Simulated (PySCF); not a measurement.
Be(Cl)(SeH), SMILES [Cl][Be][SeH] (HBeClSe) at its CAM-B3LYP/def2-SVP optimised geometry (Å):

```
4

Be    -0.1157     0.7204     0.0000
Cl    -1.9231     0.7512    -0.0011
Se     1.9035     0.7204     0.0000
H      1.9231    -0.7512    -0.0083
```

Level of theory: CAM-B3LYP/def2-TZVP run with PySCF 2.14.0.

Map of the electrostatic potential (hartree/e), clipped to [-0.08, 0.12] on the plane z = 1.0 Å:

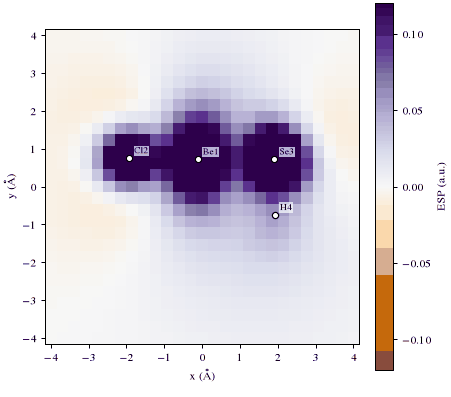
Figure: Electrostatic potential (hartree/e), clipped to [-0.08, 0.12] on the plane z = 1.0 Å.
